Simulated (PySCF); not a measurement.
**CH₆NPSi₂, SMILES `[SiH3]N([SiH3])C#P`: what the electrons do**

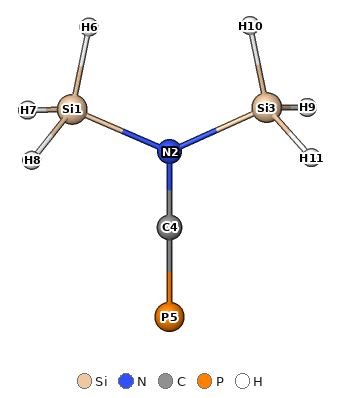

The molecule, with its atoms numbered as below. No frequency check shows the geometry to be a minimum.

Cartesian coordinates (Å):

```
Si1      1.1456    1.5937   -0.0003
N2       0.3967    0.0000    0.0019
Si3      1.1454   -1.5938   -0.0003
C4      -0.9261   -0.0001    0.0004
P5      -2.4842    0.0001   -0.0003
H6       2.5771    1.3188   -0.0004
H7       0.7036    2.2907   -1.2075
H8       0.7035    2.2908    1.2069
H9       0.7038   -2.2906   -1.2075
H10      2.5770   -1.3190   -0.0005
H11      0.7037   -2.2907    1.2070
```

## 1. Excited states

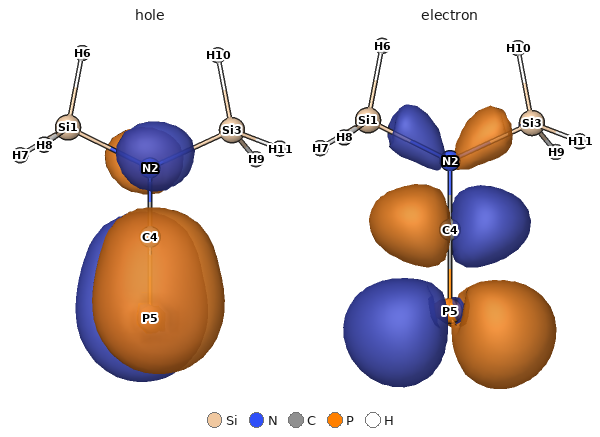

Leading natural transition orbital pair of T₂ (CIS triplet states); the surfaces enclose about 78 % of each orbital's density.

Method: HF/6-311+G**; geometry: GFN2-xTB; program: PySCF.

Q: Where does the state lie, and where do hole and electron sit?

A: 3.04 eV (408 nm), spin-forbidden from the singlet ground state; the leading pair carries 93 %; hole on P5 (59 %), C4 (27 %) and N2 (9 %), electron on P5 (57 %), C4 (30 %) and N2 (6 %); their centroids lie 0.2 Å apart. In canonical orbitals it is mainly HOMO → LUMO+4 (44 %). The HOMO–LUMO gap is 9.95 eV.

## 2. In an electric field

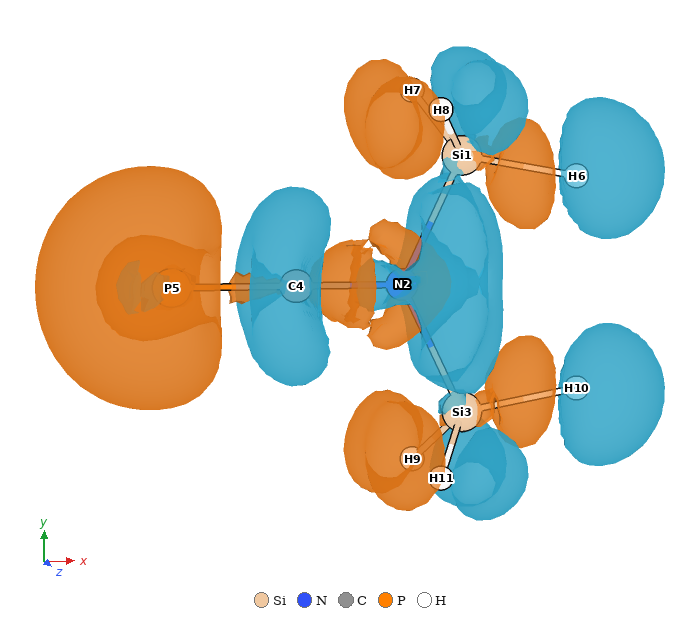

Change of the electron density in a uniform field of 0.51 V/Å, surfaces at ±0.004 e/Å³ (light blue: gain, orange: loss).

PySCF calculation, r2SCAN/def2-SVPD, gas phase; geometry: GFN2-xTB.

Q: Along which Cartesian direction does the field point?

A: Along −x: electrons gather on the +x side, against the field.

Q: What dipole is induced, and what polarisability does it imply?

A: The induced dipole is 3.35 D (along the field); α along this axis, from the fields in both directions, is 132 bohr³ (19.6 Å³).

Q: Which atoms gain and lose the most charge?

A: Electrons gather most on H6 and H10 alike (Hirshfeld charge changes by −0.027 e) and leave P5 most (+0.121 e); 0.234 electrons are displaced in all.

## 3. Localised orbitals

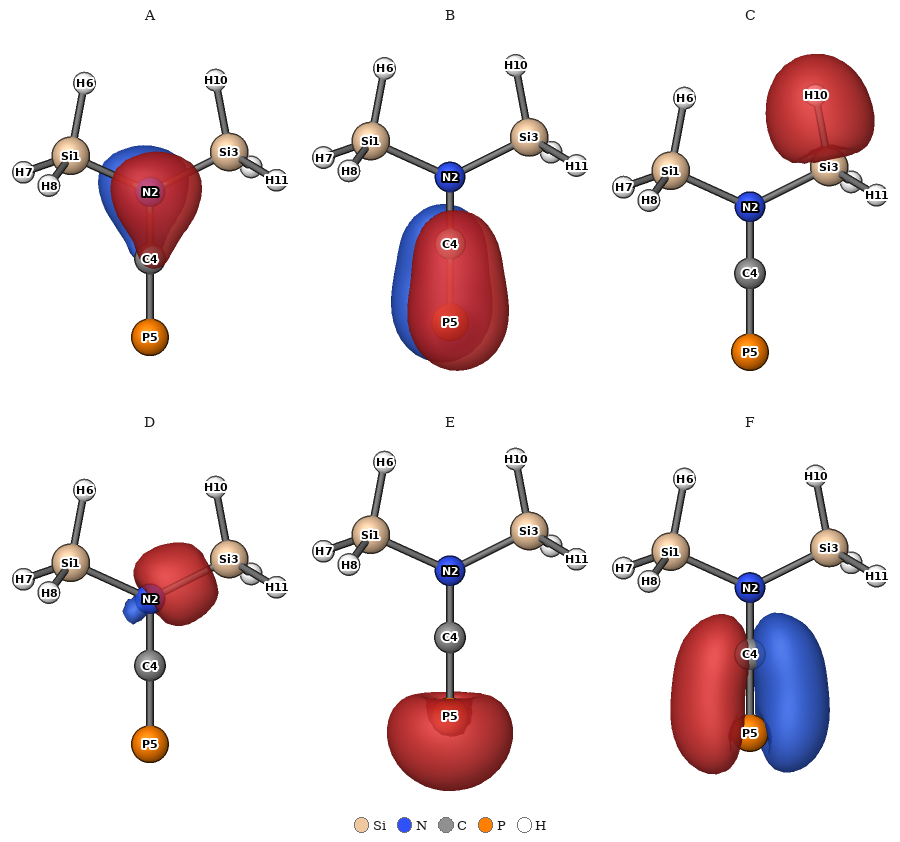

Intrinsic bond orbitals (IBO), occupied; each surface holds about 70 % of the orbital's density. Energies are diagonal elements of the Fock matrix.

Level of theory: PBE/def2-TZVP (PySCF), at a geometry from GFN2-xTB.

Q: Name the orbitals, with their atomic make-up and energies.

A: By panel:
- A: p-type lone pair on N2, partly delocalised onto C4 and P5 (N2 81 %, C4 8 %, P5 4 %; −8.4 eV)
- B: π bond P5–C4 (P5 56 %, C4 44 %; −6.4 eV)
- C: σ bond H10–Si3 (H10 55 %, Si3 45 %; −10.4 eV)
- D: σ bond N2–Si3 (N2 72 %, Si3 24 %; −14.1 eV)
- E: lone pair on P5 (s-type) (P5 99 %; −10.1 eV)
- F: π bond C4–P5 (C4 51 %, P5 48 %; −6.8 eV)

Q: How do all the valence pairs divide up?

A: 14 pairs: 10 σ bonds, 2 two-centre π bonds, 1 lone pair and 1 partly delocalised lone pair.

The PySCF runs shown took 110 s, 87 s and 30 s on 1 thread of AMD EPYC 7R13 Processor (Zen 3), with other jobs on the host.
